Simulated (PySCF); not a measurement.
C₄H₇FSeSi

The calculation's input:

```
{"job": {"kind": "uv", "xc": "CAM-B3LYP", "basis": "def2-SVPD", "nstates": 8, "ntriplets": 3}, "charge": 0, "multiplicity": 1}
C      2.440495     1.476350    -0.356783
C      2.069684     0.423057     0.088898
Si     1.421680    -1.152783     0.807474
F      2.544510    -1.708086     1.810343
Se    -0.434057    -0.861400     2.081066
C     -1.725986    -0.551633     0.610837
C     -1.536751     0.786278    -0.073974
H      2.786669     2.389176    -0.749824
H      1.246808    -2.174111    -0.214504
H     -2.707410    -0.612648     1.082962
H     -1.621656    -1.380958    -0.090103
H     -2.306695     0.921592    -0.831948
H     -0.561507     0.847541    -0.553489
H     -1.616462     1.597153     0.646903
```

Run with:

```sh
OMP_NUM_THREADS=1 python probes_run.py task.json out
```

Geometry: GFN2-xTB.

Theory: CAM-B3LYP/def2-SVPD, SCF density, gas phase (PySCF 2.14.0).

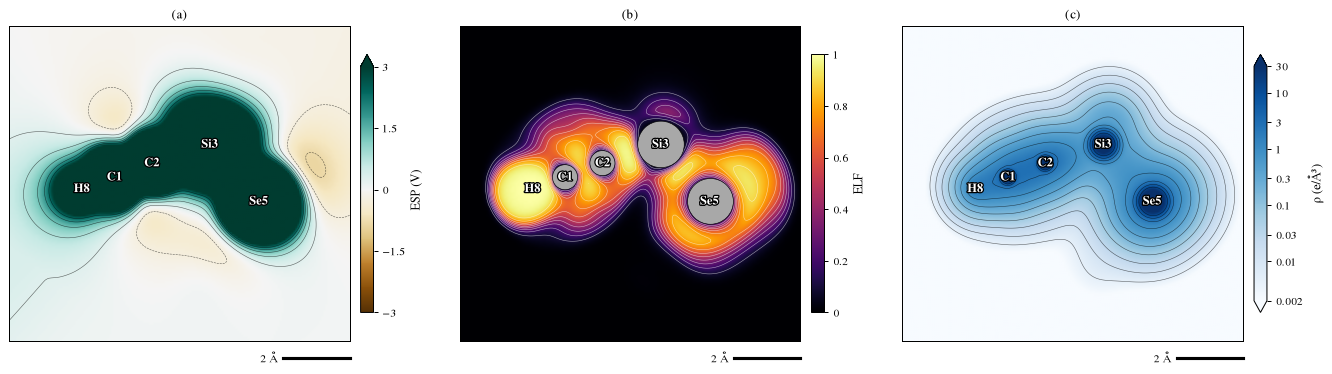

Figure 1. (a) molecular electrostatic potential; (b) electron localisation function; (c) electron density on the plane of atoms C2, Si3 and Se5. Grey discs cover the atomic cores in the ELF map.

What do the fields say about this system?

Answer. Atoms in the plane: C, Si, Se and H. C–C (1.20 Å): ρ at the midpoint is about 2.8 e/Å³; the ELF peaks at about 0.85 between the atoms; a multiple bond. C–Si (1.85 Å): ρ is about 0.96 e/Å³ halfway; the ELF peaks at about 1 between the atoms, as expected for a shared electron pair. Si–Se (2.27 Å): the density is about 0.76 e/Å³ at the midpoint; the ELF peaks at about 0.95 between the atoms (a covalent bond). C–H (1.05 Å): ρ is about 2.1 e/Å³ halfway; the ELF climbs to about 1 towards the hydrogen, as it does in any bond to H; a covalent bond by its length. The ELF also peaks beside Se5, away from the bonds: lone-pair regions. Outside the dense part of the molecule the potential is most negative (−0.9 V) near Se5.

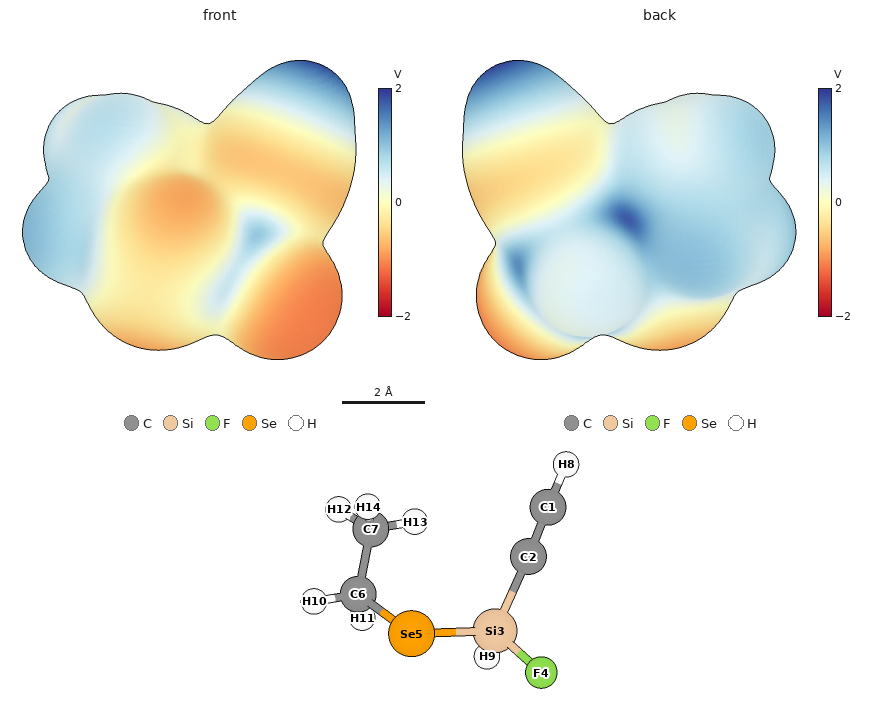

Figure 2. The electrostatic potential painted on the density surface at 0.002 e/bohr³, seen from the front and from behind; the colour scale runs from red (negative) to blue (positive). The bare structure is drawn below in the same view.

Where is the surface potential most negative and most positive?

Answer. The most negative region (about −1.1 V, or −25 kcal/mol for a unit charge) lies over F4, the most positive (about +1.8 V, or +42 kcal/mol for a unit charge) over Si3 and H8.
